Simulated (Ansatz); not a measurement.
# SrVO3 (Pm-3m): one cell, many starting occupations, part 3 of 3

Aim: start the open shells of SrVO3 (Pm-3m) from different occupation matrices at one fixed cell, and see in which states the SCF ends. Cell and atoms stay fixed.

Ansatz 0.2.0; DFT r²SCAN+U (U_eff = 2.5 eV on V d), plane waves, PAW. Earlier steps stand in the parts before.

## Step 4: Random orbitals: single harmonics, first filling

The input, input.yaml:

```yaml
crystal:
  lattice:
    - [3.8408994, 0.0, 0.0]
    - [0.0, 3.8408994, 0.0]
    - [0.0, 0.0, 3.8408994]
  atoms:
    - { symbol: Sr, position: [0.5, 0.5, 0.5] }
    - { symbol: V, position: [0.0, 0.0, 0.0], spin: 1.0 }
    - { symbol: O, position: [0.5, 0.0, 0.0] }
    - { symbol: O, position: [0.0, 0.5, 0.0] }
    - { symbol: O, position: [0.0, 0.0, 0.5] }
basis:
  ecutwfc: 500
  ecutrho_ratio: 4
kpoints:
  mp_grid: { grid: [5, 5, 5] }
hamiltonian:
  xc: r2scan
  hubbard:
    sites:
      - { site: 1, l: d, u_eff: 2.5, starting_ns: [{ spin: up, occupation_matrix: s1up }, { spin: down, occupation_matrix: s1down }] }
    occupation_matrices:
      s1up:
        matrix:
          - [0.02, 0.0, 0.0, 0.0, 0.0]
          - [0.0, 0.02, 0.0, 0.0, 0.0]
          - [0.0, 0.0, 0.02, 0.0, 0.0]
          - [0.0, 0.0, 0.0, 0.02, 0.0]
          - [0.0, 0.0, 0.0, 0.0, 0.97]
      s1down:
        matrix:
          - [0.02, 0.0, 0.0, 0.0, 0.0]
          - [0.0, 0.02, 0.0, 0.0, 0.0]
          - [0.0, 0.0, 0.02, 0.0, 0.0]
          - [0.0, 0.0, 0.0, 0.02, 0.0]
          - [0.0, 0.0, 0.0, 0.0, 0.02]
    ns_hold: until_converged
scf:
  occupations: { method: gaussian, width: 0.05 }
  lower_state_search: "off"
  max_iter: 150
output:
  forces: true
  stress: true
  eigenvalues: true
  populations: true
  hubbard: { sites: [{ site: 1, l: d }] }
  write_density: true
  write_potential: true
  elf: true
  volumetric_format: npy
magnetization:
  spin_polarized: true
```

The typed matrices put 0.97 on the chosen orbitals and 0.02 on the others, and are held until the SCF converges, then released.

On the command line:

```
$ ansatz run input.yaml --threads 4 --pin off --max-ram 6144MiB --backend cpu --events-out ev --progress --plain --runs-dir out
```

The log of the run, cut to the lines that bear on the results:

```text
Warning: crystal.symmetry: narrowed to the stabiliser of the occupation matrices — unitary ops 48 → 16; lowered by the specified shell (site 1, l: d); largest admitted image defect 8.9e-16, smallest excluded 9.5e-1 — at a splitting's scale: the group the occupation matrices' own texture admits
Warning: RAYON_NUM_THREADS=4 ignored (pool sized by the plan → 4); use --threads N
[...]
  V1 d_3D dn     Tr n = 1.0520  λ = 0.140 0.165 0.165 0.290 0.292  [xy 1.00 (T2g 1.00) T2g(1.00) | 2× xz 0.50 (T2g 1.00) T2g(1.00) | 2× z2 0.50 (Eg 1.00) Eg(1.00)]
  specified occupation → V1 d_3D up: matrix, ‖Δ‖_F = 0.5472, Tr Δ = -1.0649, displaced = 0.5554, d_λ = 0.5472; orbital distance = 0.0000
  specified occupation → V1 d_3D dn: matrix, ‖Δ‖_F = 0.4511, Tr Δ = -0.9520, displaced = 0.4760, d_λ = 0.4511; orbital distance = 0.0000
  Tr n, λ and their labels are of the run-group-symmetrised matrices; stabiliser: 16 of 96 elements of G0×{1,Θ} (closed), max defect 1.1e-15 at τ = 1.7e-3
```

Run time: 11 s. Hardware: 4 threads of Arm Neoverse V1, shared host; peak memory 0.54 GiB.

It ends with no gap, pressure 3.2 GPa, moments in spheres V 0.85; O -0.07 μB, largest force component 0.00 eV/Å, 16 symmetry operations imposed.

How the shells are filled (orbitals counted by the eigenvalues of the occupation matrices):

```tsv
shell	channel	electrons	over 0.8	0.2 to 0.8	under 0.2
V 3d (atom 2)	up	2.12	1	4	0
V 3d (atom 2)	down	1.05	0	2	3
```

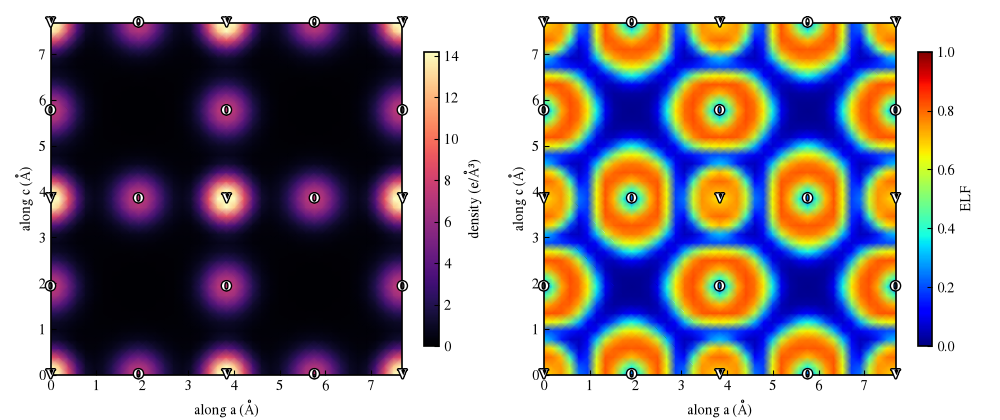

Density (left) and ELF (right) in a lattice plane of the grid's cell (edges 3.84 and 3.84 Å, at 0.000 of the third edge), which holds V and O. Only atoms in the plane are labelled; the density scale stops at 14.20 e/Å³. Both are smooth fields of the valence electrons: close to the nuclei they are not physical.

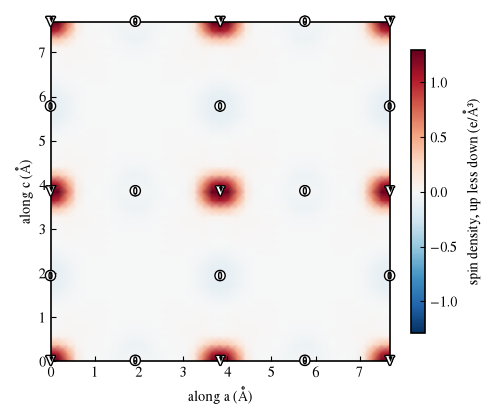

Spin density in a lattice plane of the grid's cell (edges 3.84 and 3.84 Å, at 0.000 of the third edge), which holds V and O.

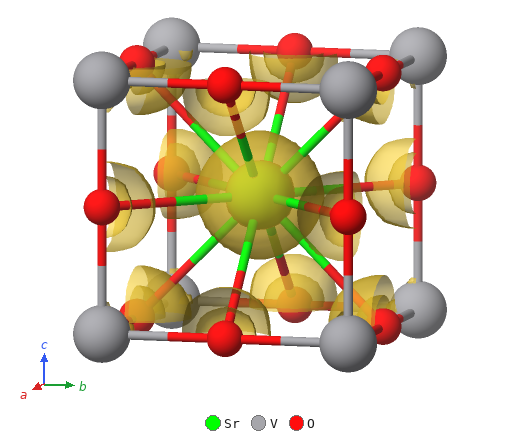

Surface of ELF = 0.78, drawn in one cell.

The highest ELF values outside the cores: 0.84 in the shell around O, 0.6 Å from O.

## Step 5: Random orbitals: fully mixed, first filling

input.yaml, as its differences from that of step 4:

```diff
@@ -24,7 +24,7 @@
         matrix:
-          - [0.02, 0.0, 0.0, 0.0, 0.0]
-          - [0.0, 0.02, 0.0, 0.0, 0.0]
-          - [0.0, 0.0, 0.02, 0.0, 0.0]
-          - [0.0, 0.0, 0.0, 0.02, 0.0]
-          - [0.0, 0.0, 0.0, 0.0, 0.97]
+          - [0.68167, 0.16741, 0.22321, -0.12755, -0.3109]
+          - [0.16741, 0.06236, 0.05648, -0.03227, -0.07866]
+          - [0.22321, 0.05648, 0.0953, -0.04303, -0.10488]
+          - [-0.12755, -0.03227, -0.04303, 0.04459, 0.05993]
+          - [-0.3109, -0.07866, -0.10488, 0.05993, 0.16609]
       s1down:
@@ -36,3 +36,3 @@
           - [0.0, 0.0, 0.0, 0.0, 0.02]
-    ns_hold: until_converged
+    ns_hold: { iters: 5 }
 scf:
```

The typed matrices are held for 5 cycles.

On the command line:

```
$ ansatz run input.yaml --threads 4 --pin off --max-ram 6144MiB --backend cpu --events-out ev --progress --plain --runs-dir out
```

The log of the run, cut to the lines that bear on the results:

```text
Warning: crystal.symmetry: narrowed to the stabiliser of the occupation matrices — unitary ops 48 → 2; lowered by the specified shell (site 1, l: d); largest admitted image defect 2.2e-16, smallest excluded 2.6e-1 — at a splitting's scale: the group the occupation matrices' own texture admits
Warning: RAYON_NUM_THREADS=4 ignored (pool sized by the plan → 4); use --threads N
Sr: projections on atomic orbitals take those of the free atom [Ar 3d10] 4s2 4p6 5s2, of charge +0.00 (hamiltonian.pseudopotentials.projection_atoms); the dataset's partial waves leave at most 2.8e-6 of an orbital's norm unspanned inside its sphere
[...]
WARN: hamiltonian.hubbard: on 1 of 2 specified blocks the occupation matrix of this SCF's result fails the test of the specified filling. At site 1 ↑ (sites count from 0 in the list of atoms of the cell that this SCF solves) the least filled combination of the orbitals specified full has [...]
--- Occupation matrices: 1 shell (run DFT+U table (all-electron-ortho-atomic); ε = 1.90e-2) ---
  V1 d_3D: site group Oh (m-3m)
  V1 d_3D up     Tr n = 2.1264  λ = 0.257 0.264 0.329 0.332 0.946  [2× xz 0.27 (T2g 0.82) T2g(0.82) | 2× z2 0.43 (Eg 0.82) Eg(0.82) | xy 0.36 (T2g 1.00) T2g(1.00)]
  V1 d_3D dn     Tr n = 1.0477  λ = 0.131 0.168 0.169 0.290 0.290  [xy 0.35 (T2g 1.00) T2g(1.00) | 2× xz 0.34 (T2g 1.00) T2g(1.00) | 2× z2 0.50 (Eg 1.00) Eg(1.00)]
  specified occupation → V1 d_3D up: matrix, ‖Δ‖_F = 1.0927, Tr Δ = -1.0764, displaced = 1.0894, d_λ = 0.5554; orbital distance = 1.2128
  specified occupation → V1 d_3D dn: matrix, ‖Δ‖_F = 0.4495, Tr Δ = -0.9477, displaced = 0.4738, d_λ = 0.4495; orbital distance = 0.0000
  Tr n, λ and their labels are of the run-group-symmetrised matrices; stabiliser: 4 of 96 elements of G0×{1,Θ} (closed), max defect 3.6e-3 at τ = 4.0e-3
```

It took 33 s on 4 threads of Arm Neoverse V1, shared host; peak memory 0.7 GiB.

End state: no gap, pressure 3.1 GPa, moments in spheres V 0.85 μB, largest force component 0.00 eV/Å, 2 symmetry operations imposed. The program reports that the typed filling wasn't kept.

The shells' filling, with natural orbitals sorted by occupation:

```tsv
shell	channel	electrons	over 0.8	0.2 to 0.8	under 0.2
V 3d (atom 2)	up	2.13	1	4	0
V 3d (atom 2)	down	1.05	0	2	3
```

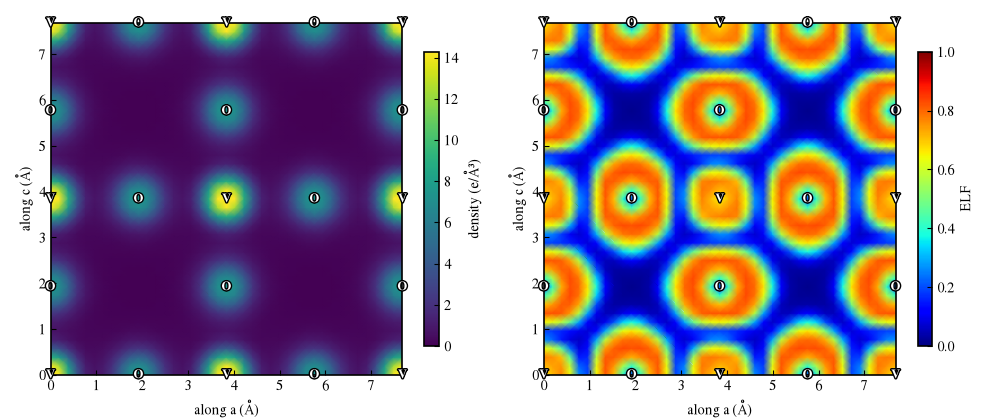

Density (left) and ELF (right) in a lattice plane of the grid's cell (edges 3.84 and 3.84 Å, at 0.000 of the third edge), which holds V and O. Only atoms in the plane are labelled; the density scale stops at 14.28 e/Å³. Both are smooth fields of the valence electrons: close to the nuclei they are not physical.

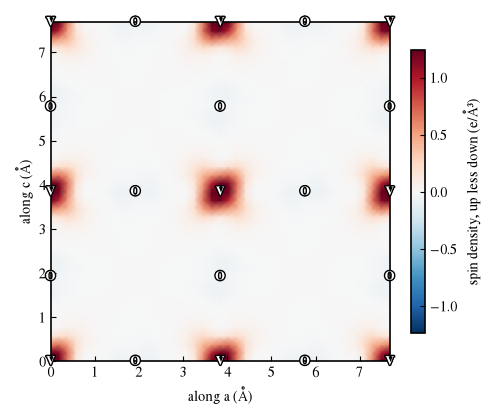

Spin density in a lattice plane of the grid's cell (edges 3.84 and 3.84 Å, at 0.000 of the third edge), which holds V and O.

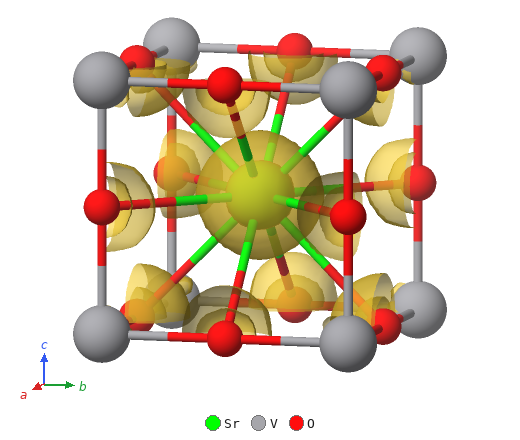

Surface of ELF = 0.78, drawn in one cell.

Maxima of ELF outside the ion cores: 0.84 in the shell around O, 0.6 Å from O.

## Step 6: Random orbitals: drawn by pairs, first filling

input.yaml, as its differences from that of step 5:

```diff
@@ -24,7 +24,7 @@
         matrix:
-          - [0.68167, 0.16741, 0.22321, -0.12755, -0.3109]
-          - [0.16741, 0.06236, 0.05648, -0.03227, -0.07866]
-          - [0.22321, 0.05648, 0.0953, -0.04303, -0.10488]
-          - [-0.12755, -0.03227, -0.04303, 0.04459, 0.05993]
-          - [-0.3109, -0.07866, -0.10488, 0.05993, 0.16609]
+          - [0.02, 0.0, 0.0, 0.0, 0.0]
+          - [0.0, 0.02, 0.0, 0.0, 0.0]
+          - [0.0, 0.0, 0.02, 0.0, 0.0]
+          - [0.0, 0.0, 0.0, 0.495, -0.475]
+          - [0.0, 0.0, 0.0, -0.475, 0.495]
       s1down:
@@ -36,3 +36,3 @@
           - [0.0, 0.0, 0.0, 0.0, 0.02]
-    ns_hold: { iters: 5 }
+    ns_hold: until_converged
 scf:
@@ -47,6 +47,2 @@
   hubbard: { sites: [{ site: 1, l: d }] }
-  write_density: true
-  write_potential: true
-  elf: true
-  volumetric_format: npy
 magnetization:
```

The typed matrices are held until the SCF converges, then released.

On the command line:

```
$ ansatz run input.yaml --threads 4 --pin off --max-ram 6144MiB --backend cpu --events-out ev --progress --plain --runs-dir out
```

The log of the run, cut to the lines that bear on the results:

```text
Warning: crystal.symmetry: narrowed to the stabiliser of the occupation matrices — unitary ops 48 → 8; lowered by the specified shell (site 1, l: d); largest admitted image defect 4.4e-16, smallest excluded 4.8e-1 — at a splitting's scale: the group the occupation matrices' own texture admits
Warning: RAYON_NUM_THREADS=4 ignored (pool sized by the plan → 4); use --threads N
Sr: projections on atomic orbitals take those of the free atom [Ar 3d10] 4s2 4p6 5s2, of charge +0.00 (hamiltonian.pseudopotentials.projection_atoms); the dataset's partial waves leave at most 2.8e-6 of an orbital's norm unspanned inside its sphere
[...]
WARN: hamiltonian.hubbard: on 1 of 2 specified blocks the occupation matrix of this SCF's result fails the test of the specified filling. At site 1 ↑ (sites count from 0 in the list of atoms of the cell that this SCF solves) the least filled combination of the orbitals specified full has [...]
--- Occupation matrices: 1 shell (run DFT+U table (all-electron-ortho-atomic); ε = 8.67e-3) ---
  V1 d_3D: site group Oh (m-3m)
  V1 d_3D up     Tr n = 2.1149  λ = 0.268 0.268 0.297 0.334 0.947  [2× xz 0.50 (T2g 1.00) T2g(1.00) | x2-y2 1.00 (Eg 1.00) Eg(1.00) | z2 1.00 (Eg 1.00) Eg(1.00) | xy 1.00 (T2g 1.00) T2g(1.00)]
  V1 d_3D dn     Tr n = 1.0520  λ = 0.140 0.165 0.165 0.290 0.292  [xy 1.00 (T2g 1.00) T2g(1.00) | 2× xz 0.50 (T2g 1.00) T2g(1.00) | 2× z2 0.50 (Eg 1.00) Eg(1.00)]
  specified occupation → V1 d_3D up: matrix, ‖Δ‖_F = 0.9573, Tr Δ = -1.0649, displaced = 0.9806, d_λ = 0.5471; orbital distance = 1.0000
  specified occupation → V1 d_3D dn: matrix, ‖Δ‖_F = 0.4511, Tr Δ = -0.9520, displaced = 0.4760, d_λ = 0.4511; orbital distance = 0.0000
  Tr n, λ and their labels are of the run-group-symmetrised matrices; stabiliser: 16 of 96 elements of G0×{1,Θ} (closed), max defect 4.9e-5 at τ = 1.8e-3
```

Wall time 10 s (4 threads of Arm Neoverse V1, shared host); peak memory 0.56 GiB.

It ends with no gap, pressure 3.2 GPa, moments in spheres V 0.85; O -0.07 μB, largest force component 0.00 eV/Å, 8 symmetry operations imposed. The program reports that the typed filling wasn't kept.

The shells' filling, with natural orbitals sorted by occupation:

```tsv
shell	channel	electrons	over 0.8	0.2 to 0.8	under 0.2
V 3d (atom 2)	up	2.12	1	4	0
V 3d (atom 2)	down	1.05	0	2	3
```

## Step 7: From atoms, default search

The input, input.yaml:

```yaml
crystal:
  lattice:
    - [3.8408994, 0.0, 0.0]
    - [0.0, 3.8408994, 0.0]
    - [0.0, 0.0, 3.8408994]
  atoms:
    - { symbol: Sr, position: [0.5, 0.5, 0.5] }
    - { symbol: V, position: [0.0, 0.0, 0.0], spin: 1.0 }
    - { symbol: O, position: [0.5, 0.0, 0.0] }
    - { symbol: O, position: [0.0, 0.5, 0.0] }
    - { symbol: O, position: [0.0, 0.0, 0.5] }
basis:
  ecutwfc: 500
  ecutrho_ratio: 4
kpoints:
  mp_grid: { grid: [5, 5, 5] }
hamiltonian:
  xc: r2scan
  hubbard: { sites: [{ site: 1, l: d, u_eff: 2.5 }] }
scf:
  occupations: { method: gaussian, width: 0.05 }
output:
  forces: true
  stress: true
  eigenvalues: true
  populations: true
  hubbard: { sites: [{ site: 1, l: d }] }
  write_density: true
  write_potential: true
  elf: true
  volumetric_format: npy
magnetization:
  spin_polarized: true
```

On the command line:

```
$ ansatz run input.yaml --threads 4 --pin off --max-ram 6144MiB --backend cpu --events-out ev --progress --plain --runs-dir out
```

The log of the run, cut to the lines that bear on the results:

```text
Warning: RAYON_NUM_THREADS=4 ignored (pool sized by the plan → 4); use --threads N
Sr: projections on atomic orbitals take those of the free atom [Ar 3d10] 4s2 4p6 5s2, of charge +0.00 (hamiltonian.pseudopotentials.projection_atoms); the dataset's partial waves leave at most 2.8e-6 of an orbital's norm unspanned inside its sphere
[...]
  V1 d_3D: site group Oh (m-3m)
  V1 d_3D up     Tr n = 2.1282  λ = 0.262 0.262 0.331 0.331 0.944  [2× xz 0.27 (T2g 0.81) T2g(0.81) | 2× z2 0.41 (Eg 0.81) Eg(0.81) | xz 0.33 (T2g 1.00) T2g(1.00)]
  V1 d_3D dn     Tr n = 1.0469  λ = 0.131 0.168 0.168 0.290 0.290  [xz 0.33 (T2g 1.00) T2g(1.00) | 2× xz 0.33 (T2g 1.00) T2g(1.00) | 2× z2 0.50 (Eg 1.00) Eg(1.00)]
  Tr n, λ and their labels are of the run-group-symmetrised matrices; stabiliser: 12 of 96 elements of G0×{1,Θ} (closed), max defect 1.5e-15 at τ = 6.4e-4
```

Run time: 61 s. Hardware: 4 threads of Arm Neoverse V1, shared host; peak memory 0.8 GiB.

It ends with no gap, pressure 3.0 GPa, moments in spheres V 0.86 μB, largest force component 0.00 eV/Å, 12 symmetry operations imposed.

How the shells are filled (orbitals counted by the eigenvalues of the occupation matrices):

```tsv
shell	channel	electrons	over 0.8	0.2 to 0.8	under 0.2
V 3d (atom 2)	up	2.13	1	4	0
V 3d (atom 2)	down	1.05	0	2	3
```

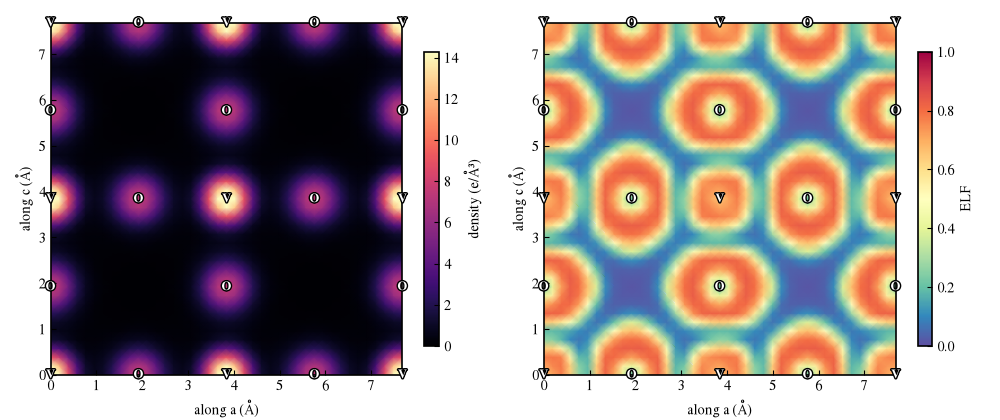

Density (left) and ELF (right) in a lattice plane of the grid's cell (edges 3.84 and 3.84 Å, at 0.000 of the third edge), which holds V and O. Only atoms in the plane are labelled; the density scale stops at 14.28 e/Å³. Both are smooth fields of the valence electrons: close to the nuclei they are not physical.

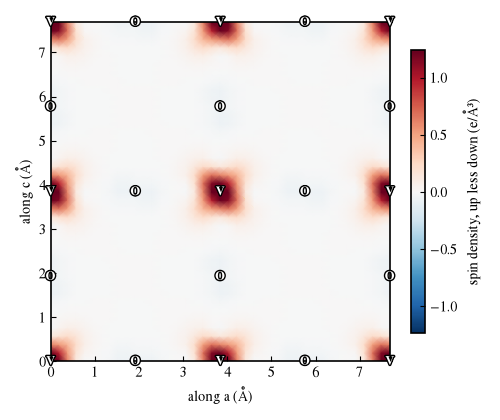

Spin density in a lattice plane of the grid's cell (edges 3.84 and 3.84 Å, at 0.000 of the third edge), which holds V and O.

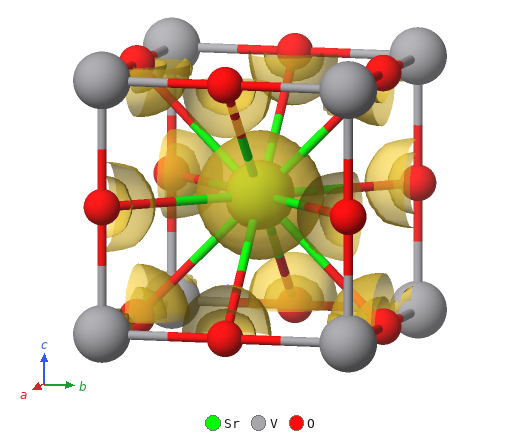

Surface of ELF = 0.78, drawn in one cell.

Outside the cores ELF peaks at 0.84 in the shell around O, 0.6 Å from O.

## Step 8: Results

What follows sums up all 3 parts.

Energies count from the lowest free state and have the smearing extrapolated to zero.

| start | energy (meV/atom) | gap (eV) | pressure (GPa) | largest moment (μB) | SCF cycles | time |
| --- | --- | --- | --- | --- | --- | --- |
| from atoms, default search | 0.0 | metal | 3.0 | 0.86 | 39 | 61 s |
| random orbitals: fully mixed, first filling | 0.0 | metal | 3.1 | 0.85 | 39 | 33 s |
| natural orbitals of the symmetric run, filled by rank | 13.4 | metal | 3.2 | 0.85 | 24 | 8 s |
| random orbitals: single harmonics, first filling | 13.4 | metal | 3.2 | 0.85 | 33 | 11 s |
| random orbitals: drawn by pairs, first filling | 13.4 | metal | 3.2 | 0.85 | 29 | 10 s |
| from atoms, symmetry kept, no search | 15.4 | metal | 1.3 | 0.94 | 16 | 3.7 s |

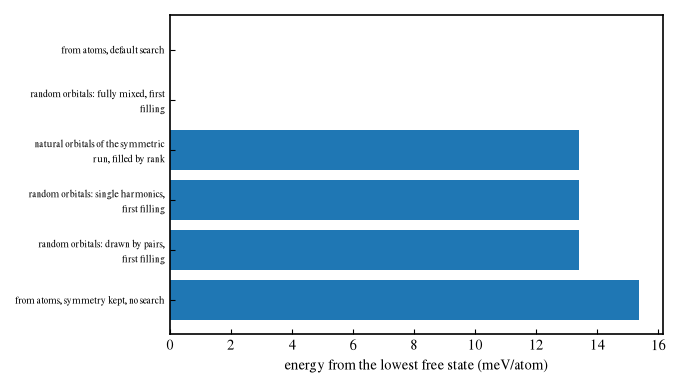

Energy of each end state.

The 6 free runs end at 3 energies more than 1 meV/atom apart (states closer than that can still differ), spread over 15 meV/atom; the lowest came from «from atoms, default search» and 1 more start. The plain start from atoms with symmetry kept ends 15 meV/atom above the lowest. The run with the program's default settings reaches the lowest one found. The lowest state found need not be the ground state, and the geometry wasn't relaxed for any of them.
